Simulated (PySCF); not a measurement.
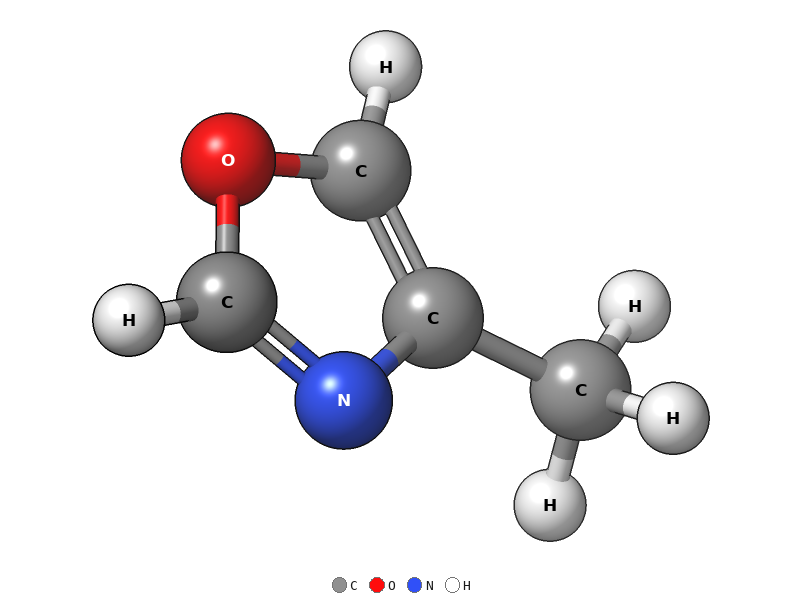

Rendered structure (ball-and-stick style). Double and triple bonds are drawn as two and three sticks.

The computed structure is the end point of a PBE0-D3(BJ)/def2-SVP optimisation. No frequency run is at hand to confirm it as a minimum.

Description:

The molecule is C4H5NO. As SMILES it reads `Cc1cocn1`. Independent rings (smallest set): 1 of 5 members, 1 of them aromatic. The point group is Cs. Coordination: 1 C tetrahedral; 3 C trigonal planar; 1 O bent; 1 N bent.

More results for the same structure follow; atom numbers are the same in all pictures, views and colours differ.

Electronic properties

No frequency run is at hand to confirm it as a minimum. Level of theory: B3LYP/6-31G*, gas phase (PySCF 2.14.0).

Computed properties:

- dipole moment: 1.35 D
- HOMO energy (Kohn–Sham orbital): −6.50 eV
- LUMO energy (Kohn–Sham orbital): 0.25 eV
- HOMO–LUMO gap: 6.74 eV

Spin–spin coupling

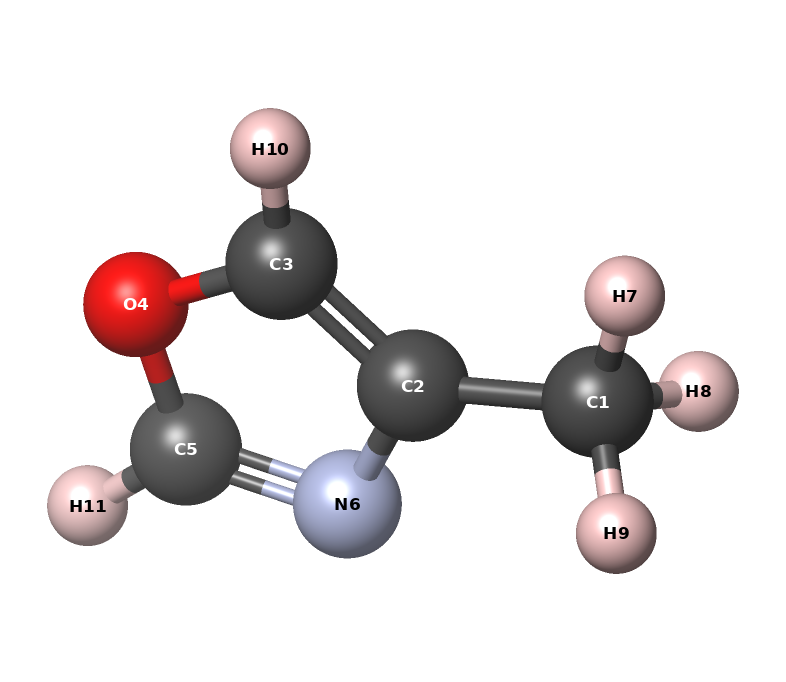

No frequency run is at hand to confirm it as a minimum. Level of theory: B3LYP/6-31G* indirect spin-spin coupling, non-relativistic, gas phase (PySCF 2.14.0). Isotopes: 13C, 1H, 15N, 17O.

Give the spin–spin coupling constants of these pairs, with the number of bonds between them: C2/N6, C5/N6, C1/N6, C3/N6, O4/N6, N6/H11, N6/H7, N6/H9, N6/H8.

```json
{"pair": "C2, N6", "bonds apart": "1", "J (Hz)": "−5.1"}
{"pair": "C5, N6", "bonds apart": "1", "J (Hz)": "−7.9"}
{"pair": "C1, N6", "bonds apart": "2", "J (Hz)": "−5.9"}
{"pair": "C3, N6", "bonds apart": "2", "J (Hz)": "1.1"}
{"pair": "O4, N6", "bonds apart": "2", "J (Hz)": "−2.0"}
{"pair": "N6, H11", "bonds apart": "2", "J (Hz)": "−11.0"}
{"pair": "N6, H7", "bonds apart": "3", "J (Hz)": "−4.2"}
{"pair": "N6, H9", "bonds apart": "3", "J (Hz)": "−0.7"}
{"pair": "N6, H8", "bonds apart": "3", "J (Hz)": "−0.7"}
```

Quadrupole coupling

No frequency run is at hand to confirm it as a minimum. Electric field gradients from the ground-state density, B3LYP/6-31G* (PySCF 2.14.0), non-relativistic apart from any core potentials.

Give the largest field-gradient component, the quadrupole coupling constant and the asymmetry for 17O at O4 (Q = −25.6 mb), 14N at N6 (Q = 20.44 mb), 2H at H7 (Q = 2.86 mb), 2H at H8 (Q = 2.86 mb).

| atom | V_zz (a.u.) | e²qQ/h (MHz) | η |
| --- | --- | --- | --- |
| O4 | 1.252 | −7.53 | 0.02 |
| N6 | −0.834 | −4.01 | 0.09 |
| H7 | 0.283 | 0.190 | 0.03 |
| H8 | 0.279 | 0.188 | 0.02 |
